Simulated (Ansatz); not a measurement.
**singlet GaHBrO+ at 4 levels**

We compute a comparison of 4 runs (HF/def2-SVPD, BLYP/def2-SVPD, PBE/def2-SVPD, SVWN5/def2-SVPD) of singlet GaHBrO+. 

Program for the calculation: Ansatz 0.2.0.

30 further runs of the same task are left out: 30 set aside as unsound or not needed. Runs told in other sessions of the task aren't counted.

## (1) The molecule

GaHBrO+ has 4 atoms, charge +1, and is taken as a singlet. As SMILES of the parent species, `[OH][Ga][Br]`. The shape is that of a PBE0-D4/def2-TZVP optimisation. That shape belongs to the parent species and isn't relaxed for this state.

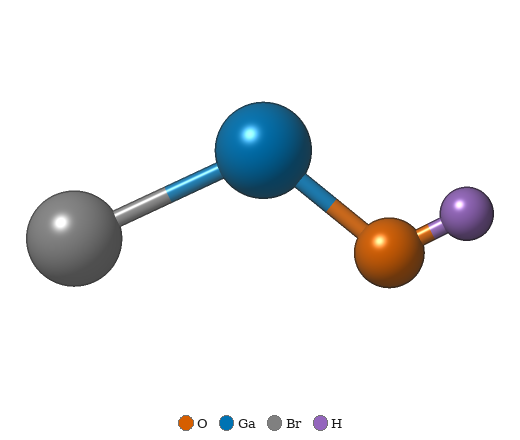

Viewed from a chosen angle; oxygen orange, gallium blue, bromine grey, hydrogen purple.

## (2) The energy at HF/def2-SVPD (run 1)

job.yaml

```yaml
crystal:
  periodic: [false, false, false]
  atoms:
    - {symbol: O, position_ang: [-0.945400, 0.045500, -0.527800]}
    - {symbol: Ga, position_ang: [0.607600, 0.441600, 0.280200]}
    - {symbol: Br, position_ang: [1.823300, -1.358700, 1.075700]}
    - {symbol: H, position_ang: [-1.429900, 0.811300, -0.848400]}
basis:
  gaussian: {orbitals: def2-SVPD}
total_charge: 1
hamiltonian: {xc: hf}
accuracy: high
output: {orbitals: {seedname: orbitals}}
```

On the command line:

```
$ ansatz run job.yaml --threads 1 --pin off --max-ram 2610MiB --events-out events.jsonl --progress --plain --runs-dir runs
```

What it wrote:

```text
Warning: RAYON_NUM_THREADS=1 ignored (pool sized by the plan → 1); use --threads N
Functional definition: HF
  name "HF"
  exchange = exact_x
  correlation = 0
1979 factors; integrals over basis functions are off by at most 4.6e-9 eV
mean field evaluation 1: about -124355.2314 eV, gradient 6.1e1 eV
mean field evaluation 2: about -124355.2726 eV, gradient 6.1e1 eV
mean field evaluation 4: about -124362.6393 eV, gradient 4.7e0 eV
mean field evaluation 8: about -124362.7198 eV, gradient 5.3e-1 eV
mean field evaluation 16: about -124362.7232 eV, gradient 9.1e-7 eV
mean field -124362.72323777 eV, -4570.2457829068 hartree, gradient 2.2e-8 eV, S^2 0.000000; 0 other end points of the search recorded, 0 dependent functions left out
reference -124362.72323777 eV, -4570.2457829068 hartree; 37, 37 occupied and 73, 73 virtual orbitals, 1979 factors
Total energy: -124362.72323777 eV, -4570.2457829068 hartree
```

Run time: 5.4 s. Hardware: 1 thread of Arm Neoverse V1, shared host; peak memory 0.35 GiB.

## (3) The energy at BLYP/def2-SVPD (run 2)

run.yaml

```yaml
crystal:
  periodic: [false, false, false]
  atoms:
    - symbol: O
      position_ang: [-0.945400, 0.045500, -0.527800]
    - symbol: Ga
      position_ang: [0.607600, 0.441600, 0.280200]
    - symbol: Br
      position_ang: [1.823300, -1.358700, 1.075700]
    - symbol: H
      position_ang: [-1.429900, 0.811300, -0.848400]
basis:
  gaussian:
    orbitals: def2-SVPD
total_charge: 1
accuracy: high
output: {orbitals: {seedname: orbitals}}
hamiltonian:
  xc: {name: BLYP}
```

On the command line:

```
$ ansatz run run.yaml --threads 1 --pin off --max-ram 2610MiB --events-out events.jsonl --progress --plain --runs-dir runs
```

What it wrote:

```text
Warning: RAYON_NUM_THREADS=1 ignored (pool sized by the plan → 1); use --threads N
Functional definition: BLYP
  name "BLYP"
  parameter beta = 0.0042
  parameter a = 0.04918
  parameter b = 0.132
  parameter c = 0.2533
  parameter d = 0.349
  exchange = b88_x(beta = beta)
  correlation = lyp_c(a = a, b = b, c = c, d = d)
1979 factors; integrals over basis functions are off by at most 4.6e-9 eV
mean field evaluation 1: about -124443.9513 eV, gradient 1.1e2 eV
mean field evaluation 2: about -124249.2441 eV, gradient 2.2e2 eV
mean field evaluation 4: about -124457.5090 eV, gradient 5.4e1 eV
mean field evaluation 8: about -124466.4509 eV, gradient 8.4e-1 eV
mean field evaluation 16: about -124466.4514 eV, gradient 7.5e-4 eV
mean field evaluation 32: about -124459.2983 eV, gradient 1.5e1 eV
mean field -124466.45139323 eV, -4574.0577223104 hartree, gradient 4.9e-8 eV, S^2 0.000000; 2 other end points of the search recorded, 0 dependent functions left out
reference -124466.45144023 eV, -4574.0577240374 hartree; 37, 37 occupied and 73, 73 virtual orbitals, 1979 factors
Total energy: -124466.45144023 eV, -4574.0577240374 hartree
```

It took 11 s on 1 thread of Arm Neoverse V1, shared host; peak memory 0.27 GiB.

## (4) A single-point energy at PBE/def2-SVPD (run 3)

input.yaml

```yaml
crystal:
  periodic: [false, false, false]
  atoms:
    - symbol: O
      position_ang: [-0.945400, 0.045500, -0.527800]
    - symbol: Ga
      position_ang: [0.607600, 0.441600, 0.280200]
    - symbol: Br
      position_ang: [1.823300, -1.358700, 1.075700]
    - symbol: H
      position_ang: [-1.429900, 0.811300, -0.848400]
basis:
  gaussian:
    orbitals: def2-SVPD
hamiltonian:
  xc: pbe
output:
  orbitals: {seedname: orbitals}
total_charge: 1
accuracy: high
```

On the command line:

```
$ ansatz run input.yaml --threads 1 --pin off --max-ram 2610MiB --events-out events.jsonl --progress --plain --runs-dir runs
```

What it wrote:

```text
Warning: RAYON_NUM_THREADS=1 ignored (pool sized by the plan → 1); use --threads N
Functional definition: PBE
  name "PBE"
  parameter kappa = 0.804
  parameter beta = 0.06672455060314922
  exchange = pbe_x(kappa = kappa, mu = beta*pi^2/3)
  correlation = pbe_c(beta = beta)
1979 factors; integrals over basis functions are off by at most 4.6e-9 eV
mean field evaluation 1: about -124422.1769 eV, gradient 1.0e2 eV
mean field evaluation 2: about -124234.1991 eV, gradient 2.2e2 eV
mean field evaluation 4: about -124435.5552 eV, gradient 5.1e1 eV
mean field evaluation 8: about -124443.4370 eV, gradient 6.9e-1 eV
mean field evaluation 16: about -124443.4366 eV, gradient 6.1e-4 eV
mean field -124443.43663163 eV, -4573.2119454215 hartree, gradient 2.1e-8 eV, S^2 0.000000; 1 other end points of the search recorded, 0 dependent functions left out
reference -124443.43663609 eV, -4573.2119455854 hartree; 37, 37 occupied and 73, 73 virtual orbitals, 1979 factors
Total energy: -124443.43663609 eV, -4573.2119455854 hartree
```

Run time: 9 s. Hardware: 1 thread of Arm Neoverse V1, shared host; peak memory 0.27 GiB.

## (5) A single-point energy at SVWN5/def2-SVPD (run 4)

molecule.yaml

```yaml
crystal:
  periodic: [false, false, false]
  atoms:
    - {symbol: O, position_ang: [-0.945400, 0.045500, -0.527800]}
    - {symbol: Ga, position_ang: [0.607600, 0.441600, 0.280200]}
    - {symbol: Br, position_ang: [1.823300, -1.358700, 1.075700]}
    - {symbol: H, position_ang: [-1.429900, 0.811300, -0.848400]}
basis:
  gaussian: {orbitals: def2-SVPD}
total_charge: 1
magnetization: {spin_polarized: false, initial_magnetization: 0}
hamiltonian: {xc: {name: SVWN5}}
accuracy: high
output: {orbitals: {seedname: orbitals}}
```

On the command line:

```
$ ansatz run molecule.yaml --threads 1 --pin off --max-ram 2610MiB --events-out events.jsonl --progress --plain --runs-dir runs
```

What it wrote:

```text
Warning: RAYON_NUM_THREADS=1 ignored (pool sized by the plan → 1); use --threads N
Functional definition: SVWN5
  name "SVWN5"
  exchange = slater_x
  correlation = vwn5_c
1979 factors; integrals over basis functions are off by at most 4.6e-9 eV
mean field evaluation 1: about -124249.1811 eV, gradient 1.0e2 eV
mean field evaluation 2: about -124058.8302 eV, gradient 2.2e2 eV
mean field evaluation 4: about -124262.4205 eV, gradient 5.2e1 eV
mean field evaluation 8: about -124270.5968 eV, gradient 8.5e-1 eV
mean field evaluation 16: about -124270.5973 eV, gradient 6.5e-4 eV
mean field evaluation 32: about -124263.2749 eV, gradient 1.5e1 eV
mean field -124270.59725968 eV, -4566.8602156571 hartree, gradient 2.8e-8 eV, S^2 0.000000; 2 other end points of the search recorded, 0 dependent functions left out
reference -124270.59726417 eV, -4566.8602158220 hartree; 37, 37 occupied and 73, 73 virtual orbitals, 1979 factors
Total energy: -124270.59726417 eV, -4566.8602158220 hartree
```

It took 6.6 s on 1 thread of Arm Neoverse V1, shared host; peak memory 0.26 GiB.

## (6) Overview of the runs

```
run            level   energy (Eh)  HOMO energy (eV)  LUMO energy (eV)  HOMO–LUMO gap (eV)  wall time
  1     HF/def2-SVPD  -4570.245783            -17.25             -7.99                9.26      5.4 s
  2   BLYP/def2-SVPD  -4574.057724            -13.10            -11.73                1.37       11 s
  3    PBE/def2-SVPD  -4573.211946            -13.26            -11.77                1.48        9 s
  4  SVWN5/def2-SVPD  -4566.860216            -13.44            -12.05                1.39      6.6 s
```

## (7) Results

```
            quantity           value
 run 4: total energy  -4566.86022 Eh
  run 4: HOMO energy       -13.44 eV
  run 4: LUMO energy       -12.05 eV
run 4: HOMO–LUMO gap         1.39 eV
```

In words: The HOMO–LUMO gap runs from 1.37 eV (BLYP/def2-SVPD) to 9.26 eV (HF/def2-SVPD). Exact exchange widens orbital gaps. Totals of different functionals can't be ranked against each other. All runs together took 32 s, the longest 11 s.
